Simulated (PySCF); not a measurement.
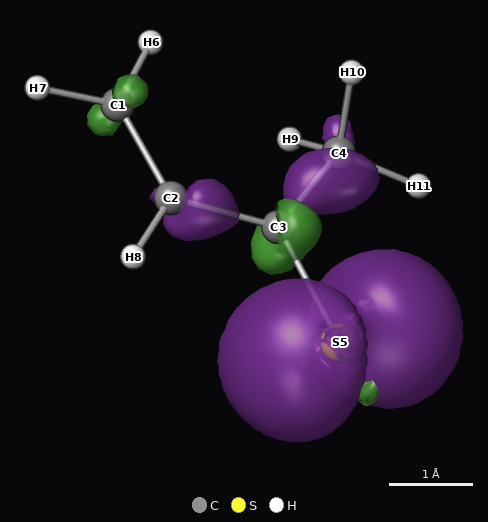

Figure. C4H6S, charge +1, doublet, SMILES `[CH2][CH+]C(C)=S`. Spin density ρα − ρβ at ±0.03 e/Å³ (purple: excess α, green: excess β).

PySCF calculation, TPSSh/def2-SVP, gas phase; geometry: GFN2-xTB. No frequency check shows the geometry to be a minimum. The stability of the open-shell solution wasn't checked. GFN2-xTB bond lengths at metals and heavier atoms can be off by up to 0.1 Å and shapes distorted, which carries into these values. GFN2-xTB doesn't know the spin state, so this open-shell geometry is rough.

The calculation's input:

```python
import numpy as np
from pyscf import gto, scf, dft
from pyscf.scf import atom_ks, atom_hf
from scipy.linalg import block_diag

def solve(mol, dm0=None, hcore=None):
    mf = (dft.UKS if mol.spin else dft.RKS)(mol, xc='tpssh')
    mf.grids.level = 3
    mf = mf.density_fit(auxbasis='def2-universal-jkfit')
    mf.conv_tol, mf.max_cycle = 1e-8, 80
    if hcore is not None:
        mf.get_hcore = lambda *args: hcore
    mf.kernel(dm0)
    if not mf.converged:
        mf = mf.newton().run(mf.mo_coeff, mf.mo_occ, max_cycle=30)
    assert mf.converged, 'SCF not converged'
    return mf

mol = gto.M(atom='''
C     -2.29281    -0.36499    -0.00013
C     -1.01842    -0.77406     0.00015
C      0.11427     0.11545     0.00015
C     -0.06968     1.59151     0.00011
S      1.65491    -0.44164    -0.00010
H     -2.59024     0.67158    -0.00086
H     -3.09574    -1.08605     0.00008
H     -0.79409    -1.83206     0.00058
H     -0.63781     1.89066    -0.88323
H     -0.63975     1.89054     0.88193
H      0.87895     2.12411     0.00134
''', basis='def2-svp', charge=1, spin=1, verbose=4)
mf = solve(mol)
mf.analyze()
# spherically averaged free atoms, for the promolecule
atm = atom_ks.get_atm_nrks(mol, xc='tpssh')
pro = block_diag(*[(atm[a[0]][2] * atm[a[0]][3]) @ atm[a[0]][2].T for a in mol._atom])
np.savez('result.npz', e=mf.e_tot, c=mf.mo_coeff, occ=mf.mo_occ, eps=mf.mo_energy, pro=pro, dip=mf.dip_moment(verbose=0), s2=mf.spin_square()[0])
```

Command:

```sh
OMP_NUM_THREADS=1 python input.py
```

The run took 63 s on 1 thread of Arm Neoverse V1, with other jobs on the host, peak memory 0.55 GiB.

Partitions, critical points and surface values were worked out afterwards from this run's density.

### Give the atomic spin populations that go with this picture.

Hirshfeld spin populations: S5 +0.91 and C4 +0.04. Spin polarisation leaves negative spin on C1 (−0.03). ⟨S²⟩ = 0.76, against 0.75 for a pure state. The picture also shows regions of β spin from spin polarisation; the Hirshfeld sums, whose atoms overlap, net them against the α spin of neighbours.
